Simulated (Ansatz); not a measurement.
## Lattice dynamics of BeH2 (model cell, started as fluorite)

Task: relax BeH2 (model cell, started as fluorite), then find its harmonic phonons.

Method: DFT PBEsol, scalar-relativistic, plane waves, PAW, in Ansatz 0.2.0.

The structure was built from a prototype and need not be the compound's stable phase.

## (1) The structure

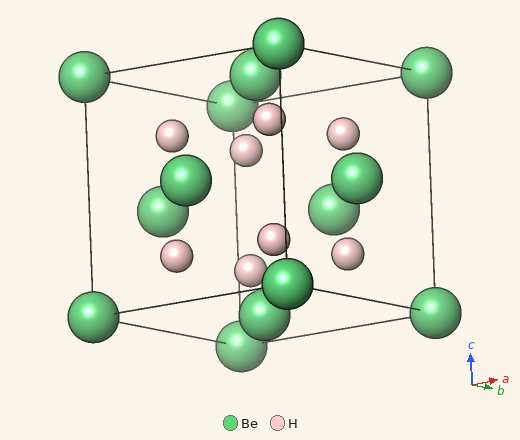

The starting structure, seen from a free direction (beryllium green, hydrogen pink). This picture shows the conventional cell, with its axes. Some periodic images of atoms are drawn too.

## (2) Rough relaxation

A rough relaxation comes first, because large forces or stress need no tight tolerances yet.

input.yaml

```yaml
crystal:
  lattice:
    - [0.0, 2.20028, 2.20028]
    - [2.20028, 0.0, 2.20028]
    - [2.20028, 2.20028, 0.0]
  atoms:
    - { symbol: Be, position: [0.0, 0.0, 0.0] }
    - { symbol: H, position: [0.25, 0.25, 0.25] }
    - { symbol: H, position: [0.75, 0.75, 0.75] }
kpoints:
  mp_grid: { grid: [8, 8, 8] }
hamiltonian:
  xc: pbesol
scf:
  occupations: { method: gaussian, width: 0.1 }
output:
  forces: true
  stress: true
  eigenvalues: true
relax:
  adjacent_minimum: "off"
  f_tol: 0.05
  max_steps: 80
  cell: { stress_tol: 0.5 }
```

On the command line:

```console
ansatz run input.yaml --threads 4 --pin off --max-ram 7168MiB --backend cpu --events-out ev --progress --plain --runs-dir out
```

Numbers of over 12 decimals in the logs are rounded to 6 here.

What it wrote:

```text
The last accepted step is kept in <dir> (removed where the run ends without a failure and the disk answers)
Engine: ansatz 0.2.0, aarch64-unknown-linux-gnu
Pseudopotentials: kind: paw
Pseudopotential: Be, paw, valence charge 2, recommended cutoff 420 eV (normal), Be.paw.azcp
Pseudopotential: H, paw, valence charge 1, recommended cutoff 420 eV (normal), H.paw.azcp
Functional definition: PBEsol
  exchange = pbesol_x
[...]
F+E_penalty+E_count = -120.46485460 eV   max|allowed force component| = 1.229e-18 eV/Å   (the final SCF, on the basis selected at the relaxed cell)
  cell:  # Å, volume = 15.2579 Å³
    - [0, 1.968590, 1.968590]
    - [1.968590, 0, 1.968590]
    - [1.968590, 1.968590, 0]
  atoms:
    - { symbol: Be, position: [0, 0, 0] }
    - { symbol: H, position: [0.25, 0.250000, 0.250000] }
    - { symbol: H, position: [0.750000, 0.750000, 0.750000] }
[key lines of the parts left out:]
SCF converged after 4 iterations
Free energy (F): -120.464855 eV
Fermi energy:    6.401220 eV
P = ⅓ Tr σ = -0.1548 GPa (-1.548 kbar)
```

Elapsed: 1 s, on 4 threads of Arm Neoverse V2, shared host; peak memory 0.25 GiB; 2.9 s of CPU time.

Relaxation path:

| step | energy less that of the first step (eV) | largest force component (eV/Å) | pressure (GPa) | volume (Å³) |
| --- | --- | --- | --- | --- |
| 1 | 0.0000 | 0.0000 | -18.66 | 21.30 |
| 2 | -0.3028 | 0.0000 | -13.13 | 18.34 |
| 3 | -0.4481 | 0.0000 | -2.43 | 15.66 |
| 4 | -0.4516 | 0.0000 | 0.66 | 15.16 |
| 5 | -0.4517 | 0.0000 | 0.02 | 15.26 |
| 6* | -0.4482 | 0.0000 | -0.15 | 15.26 |

Relaxation steps marked * repeat the geometry before them on a plane-wave basis chosen anew for their cell, so energy and pressure can jump there.

Forces are held to the 48 operations that the run works with; a distortion that breaks them can't arise in this run.

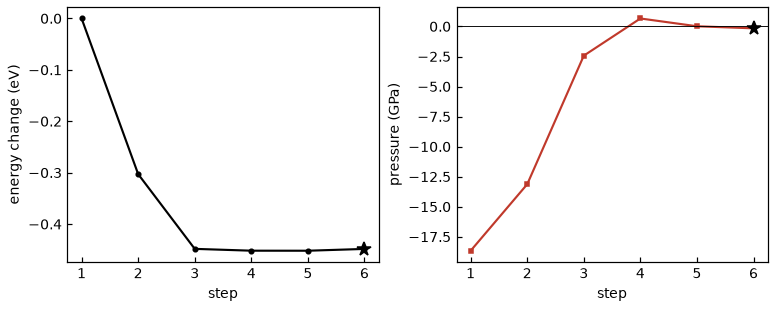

Energy and pressure along the relaxation. Stars mark steps on a basis chosen anew.

| conventional cell, symmetrised | before | after | change |
| --- | --- | --- | --- |
| a (Å) | 4.401 | 3.937 | -10.5 % |
| b (Å) | 4.401 | 3.937 | -10.5 % |
| c (Å) | 4.401 | 3.937 | -10.5 % |
| volume (Å³/atom) | 7.10 | 5.09 | -28.4 % |

The relaxed structure:

```xyz
3
Lattice="0.0000 1.9686 1.9686 1.9686 0.0000 1.9686 1.9686 1.9686 0.0000" Properties=species:S:1:pos:R:3 pbc="T T T"
Be    0.0000    0.0000    0.0000
H     0.9843    0.9843    0.9843
H     2.9529    2.9529    2.9529
```

Numbers from this step:

```yaml
pressure: -0.1548 GPa
volume_per_atom: 5.086 Å³
gap_on_the_k_mesh: 0 eV
```

In this step the volume went from 7.10 to 5.09 Å³/atom.

## (3) Bringing the structure to rest

Harmonic phonons are second derivatives at a point where the forces vanish, and they are wanted at zero stress, so atoms and cell are relaxed first.

input.yaml

```yaml
crystal:
  lattice:
    - [0.0, 1.9685901476, 1.9685901476]
    - [1.9685901476, 0.0, 1.9685901476]
    - [1.9685901476, 1.9685901476, 0.0]
  atoms:
    - { symbol: Be, position: [0.0, 0.0, 0.0] }
    - { symbol: H, position: [0.25, 0.25, 0.25] }
    - { symbol: H, position: [0.75, 0.75, 0.75] }
kpoints:
  mp_grid: { grid: [16, 16, 16] }
hamiltonian:
  xc: pbesol
scf:
  occupations: { method: gaussian, width: 0.1 }
output:
  forces: true
  stress: true
  eigenvalues: true
  write_density: true
  write_potential: true
  elf: true
  volumetric_format: npy
relax:
  adjacent_minimum: "off"
  f_tol: 0.005
  max_steps: 80
  cell: { stress_tol: 0.05 }
```

What it wrote:

```text
[...]
Crystal: 3 atoms, lattice volume = 15.258 Å³
Basis set: ecut = 420 eV, 307 PW (Γ), exchange–correlation on 40×40×40 points (8 copies of the dense FFT grid, shifted against one another)
Bands: 6, of which v1, the nominal top of the filled ones, is band 2 counted from 1 (1 counted from 0)
Symmetry: 48 space group operations
[...]
k-points: 145 of 4096
[...]
SCF iter   1: F=—  HF=-120.455485 eV  |F-HF|=—  |Δ(HF+E_count)|=         —  Δρ=6.64e-3  dr2=4.82e-3  ethr=1.77e-3  ⟨swp⟩=5.1  Hψ=7577  notcnv=0
[...]
SCF iter   6: F=-120.455235 eV  HF=-120.455235 eV  |F-HF|=1.76e-12  |Δ(HF+E_count)|=  2.03e-10  Δρ=3.26e-7  dr2=7.64e-12  ethr=2.00e-11  ⟨swp⟩=4.3  Hψ=3241  notcnv=0
SCF 1 converged in 6 iterations: F = -120.455235 eV  dr2 = 7.64e-12
[...]
relax step   1: F+E_penalty+E_count = -120.45523513 eV  Δ(F+E_penalty+E_count) = +0.000e0 eV  max|allowed force component| = 1.687e-19 eV/Å  Δτ_max = 0.0000 Å  P = +0.116 GPa  Ω = 15.258 Å³  (6 SCF iters, accepted)
Crystal: 3 atoms, lattice volume = 15.270 Å³
[...]
SCF iter   3: F=-120.455223 eV  HF=-120.455223 eV  |F-HF|=5.12e-11  |Δ(HF+E_count)|=   1.39e-8  Δρ=1.52e-6  dr2=3.30e-10  ethr=8.34e-10  ⟨swp⟩=5.9  Hψ=2654  notcnv=0
SCF 2 converged in 3 iterations: F = -120.455223 eV  dr2 = 3.30e-10
relax step   2: F+E_penalty+E_count = -120.45522294 eV  Δ(F+E_penalty+E_count) = +1.219e-5 eV  max|allowed force component| = 4.819e-19 eV/Å  Δτ_max = 0.0000 Å  P = +0.039 GPa  Ω = 15.270 Å³  energy of the carried Pulay correction = -1.813e-5 eV  (3 SCF iters, dr2 threshold 3.34e-8 eV, accepted)
[...]
SCF iter   3: F=-120.455245 eV  HF=-120.455245 eV  |F-HF|=9.09e-13  |Δ(HF+E_count)|=  1.51e-10  Δρ=1.67e-7  dr2=1.16e-12  ethr=1.00e-12  ⟨swp⟩=4.8  Hψ=3145  notcnv=0
SCF 3 converged in 3 iterations: F = -120.455245 eV  dr2 = 1.16e-12
relax step   3: F+E_penalty+E_count = -120.45524457 eV  Δ(F+E_penalty+E_count) = -2.163e-5 eV  max|allowed force component| = 6.746e-19 eV/Å  Δτ_max = 0.0000 Å  P = +0.040 GPa  Ω = 15.270 Å³  stress off target by 4.04e-2 GPa  SCF on the basis re-selected at this cell (its energy is not comparable with the rows above)  (3 SCF iters)
basis re-selected at this cell: Δ(F+E_penalty+E_count) = -2.163e-5 eV, ΔP = +0.001 GPa vs the last step (what re-selecting the basis moved, of the pressure what is left beyond the Pulay correction that the steps carried, after the strain that the cell walked since its last selection, with what the two solves' SCF thresholds leave and, on support functions, any second-order correction that the steps lacked; it is no m [...]
SCF converged after 3 iterations
Free energy (F): -120.455245 eV
[...]
Internal energy: -120.452878 eV  (E = F + TS)
E sigma→0 (E₀):  -120.454061 eV
Entropy (-TS):   -0.002366 eV (-0.789 meV/atom)
Fermi energy:    6.242408 eV
[...]
--- Stress (GPa, compression-positive) ---
        0.040442       0.000000       0.000000
        0.000000       0.040442       0.000000
        0.000000       0.000000       0.040442
  P = ⅓ Tr σ = 0.0404 GPa (0.404 kbar)
--- Band table (eV; the first three rows and the last of 145) ---
[...]
--- Relaxed structure (2 steps of the walk, 2 accepted, 1 SCFs on fresh bases) ---
[...]
cell:  # Å, volume = 15.2702 Å³
    - [0, 1.969119, 1.969119]
    - [1.969119, 0, 1.969119]
    - [1.969119, 1.969119, 0]
  atoms:
    - { symbol: Be, position: [0, 0, 0] }
    - { symbol: H, position: [0.25, 0.25, 0.25] }
    - { symbol: H, position: [0.75, 0.75, 0.75] }
```

Wall time 1 s (4 threads); peak memory 0.28 GiB; 3.2 s of CPU time.

Little changed from the start: no atom moved by 0.005 Å and no cell edge by 0.1 %.

Numbers from this step:

| Property | Result |
| --- | --- |
| pressure | 0.04044 GPa |
| volume per atom | 5.090 Å³ |

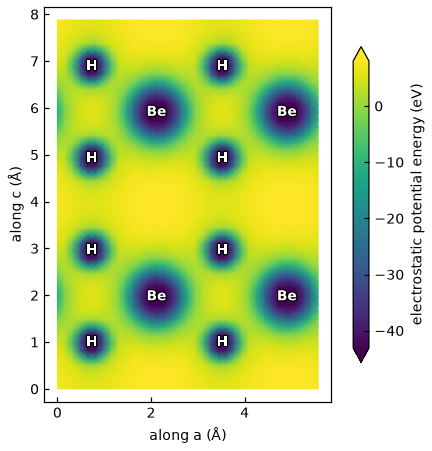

Electrostatic potential energy in the ac plane of a cell with a along [110], b along [-110] and c along [001] of the cube at fractional y = 0.000, with atoms of Be and H within 0.2 Å of it. With pseudopotentials it is smooth inside the atoms' cores, unlike the true potential. The map starts off the cell's origin, so that atoms lie inside it.

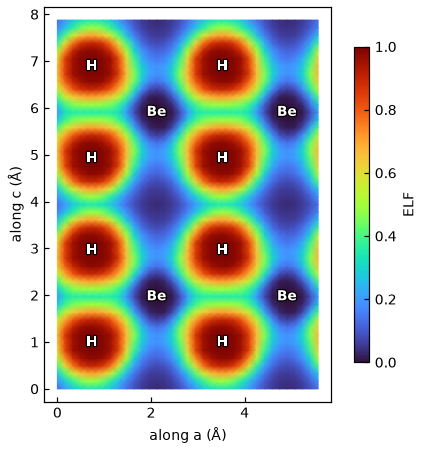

ELF in the ac plane of a cell with a along [110], b along [-110] and c along [001] of the cube at fractional y = 0.000, with atoms of Be and H within 0.2 Å of it. It is the smooth field of the valence electrons, not physical close to the nuclei. The map starts off the cell's origin, so that atoms lie inside it.

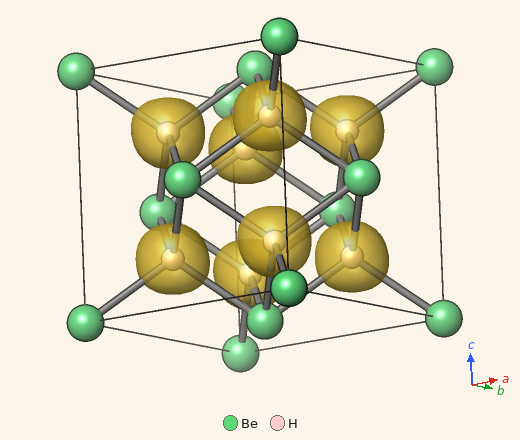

Surface of ELF = 0.85.

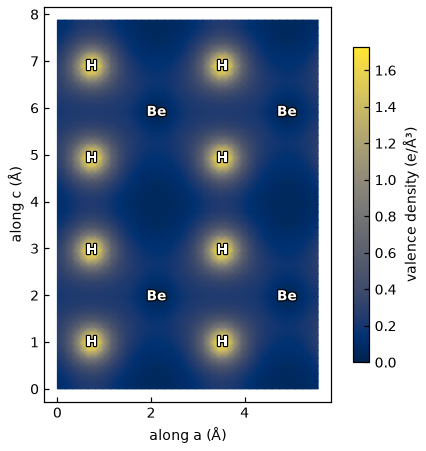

Valence density in the ac plane of a cell with a along [110], b along [-110] and c along [001] of the cube at fractional y = 0.000, with atoms of Be and H within 0.2 Å of it. It is the smooth field of the valence electrons, not physical close to the nuclei. The map starts off the cell's origin, so that atoms lie inside it.

In this step the volume went from 5.09 to 5.09 Å³/atom.

## (4) Relaxing to small forces for the phonons

Phonons need a cell at rest on their own settings, so the relaxation is repeated with tight tolerances on forces and stress on the k mesh and occupations of the first response run.

input.yaml

```yaml
crystal:
  lattice:
    - [0.0, 1.9691189211, 1.9691189211]
    - [1.9691189211, 0.0, 1.9691189211]
    - [1.9691189211, 1.9691189211, 0.0]
  atoms:
    - { symbol: Be, position: [0.0, 0.0, 0.0] }
    - { symbol: H, position: [0.25, 0.25, 0.25] }
    - { symbol: H, position: [0.75, 0.75, 0.75] }
kpoints:
  mp_grid: { grid: [16, 16, 16] }
hamiltonian:
  xc: pbesol
scf:
  occupations: { method: methfessel_paxton, width: 0.15 }
output:
  forces: true
  stress: true
  eigenvalues: true
relax:
  adjacent_minimum: "off"
  f_tol: 0.001
  max_steps: 60
  cell: { stress_tol: 0.01 }
```

What it wrote:

```text
[...]
Crystal: 3 atoms, lattice volume = 15.270 Å³
Basis set: ecut = 420 eV, 307 PW (Γ), exchange–correlation on 40×40×40 points (8 copies of the dense FFT grid, shifted against one another)
Bands: 6, of which v1, the nominal top of the filled ones, is band 2 counted from 1 (1 counted from 0)
Symmetry: 48 space group operations
[...]
k-points: 145 of 4096
[...]
--- Band table (eV; the first three rows and the last of 145) ---
[...]
--- Relaxed structure (3 steps of the walk, 3 accepted, 1 SCFs on fresh bases) ---
[...]
cell:  # Å, volume = 15.2773 Å³
    - [0, 1.969423, 1.969423]
    - [1.969423, 0, 1.969423]
    - [1.969423, 1.969423, 0]
  atoms:
    - { symbol: Be, position: [0, 0, 0] }
    - { symbol: H, position: [0.25, 0.25, 0.25] }
    - { symbol: H, position: [0.750000, 0.750000, 0.750000] }
[key lines of the parts left out:]
SCF converged after 3 iterations
Free energy (F): -120.454303 eV
Fermi energy:    6.235850 eV
P = ⅓ Tr σ = 0.0007 GPa (0.007 kbar)
```

It took 1.2 s on 4 threads; peak memory 0.28 GiB; 4 s of CPU time.

Little changed from the start: no atom moved by 0.005 Å and no cell edge by 0.1 %.

Numbers from this step:

| Quantity | Value |
| --- | --- |
| pressure | 7.17e-4 GPa |
| volume per atom | 5.092 Å³ |

The forces vanish by symmetry and the pressure is 0.001 GPa, within the tolerances set. The cell now holds 5.09 Å³/atom.

[end of part 1 of 2]

[Logs are printed without paths, hosts, clocks, repeated set-up lines and the standing remarks that a program may print on its own settings, such as how far it seeks lower states.]

[Hosts, paths, dates, database ids (printed as entryN), source tags and the programs' standing remarks are cut or masked in the printed files.]
